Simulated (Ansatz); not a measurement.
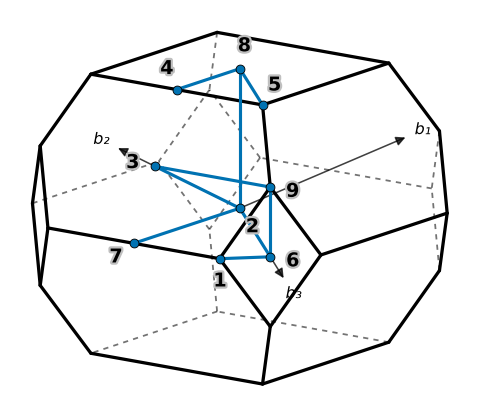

The first Brillouin zone of a body-centred tetragonal lattice (tI; extended symbol tI2) is drawn with its special points numbered. Crystal: GaCuSe₂, the geometry relaxed with Ansatz 0.2.0, DFT, PBE, plane waves, PAW. Symmetry computed with spglib at a tolerance of 0.002 Å; standard conventional cell.

a = 5.673 Å, b = 5.673 Å, c = 11.260 Å, α = 90.00°, β = 90.00°, γ = 90.00°.

Labels and path follow the convention of Hinuma et al. (2017), as computed by seekpath; the arrows show the directions of the reciprocal primitive vectors b₁, b₂, b₃, in which coordinates are given.

Question: Which special point is each number?

Answer:
```csv
no.,label,coordinates
1,R,"(−0.127, 0.127, 1/2)"
2,Γ,"(0, 0, 0)"
3,N,"(0, 1/2, 0)"
4,S,"(0.313, 0.687, −0.313)"
5,G,"(1/2, 1/2, −0.127)"
6,X,"(0, 0, 1/2)"
7,S₀,"(−0.313, 0.313, 0.313)"
8,M,"(1/2, 1/2, −1/2)"
9,P,"(1/4, 1/4, 1/4)"
```
